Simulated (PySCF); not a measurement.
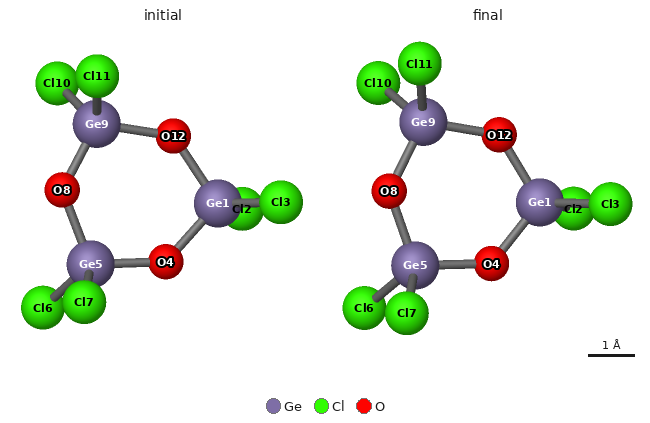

The structure of Ge3O3Cl6 before (left) and after (right) a relaxation, at one scale.

Style: ball-and-stick. Shown at a tilt.

The start comes from GFN2-xTB. Its atoms were then displaced at random by about 0.03 Å.

Level of theory: PBE0-D3(BJ)/def2-SVP geometry optimisation, gas phase in PySCF 2.14.0, density-fitted response routines. 

> Summarise the run.

The relaxation stopped without meeting its thresholds, so the last structure isn't shown to be converged. The energy falls by 76.0 kJ/mol in 40 geometry steps. Cl11 moves most after the best rigid fit: 0.29 Å. Largest moves by element: Cl 0.29 Å, O 0.12 Å, Ge 0.09 Å. Near-neighbour distances that change, for instance: Ge1–Cl3 1.931 → 2.115 Å, O8–Ge9 1.679 → 1.756 Å, Ge9–Cl11 2.051 → 2.114 Å, O4–Ge5 1.699 → 1.754 Å. Bond angles that change, for instance: Cl2–Ge1–Cl3 118.9° → 111.5°, Cl10–Ge9–Cl11 117.5° → 110.8°, O4–Ge1–O12 103.5° → 109.1°. Cost: 22 min on 2 threads of Intel(R) Xeon(R) Platinum 8488C, on a shared host.
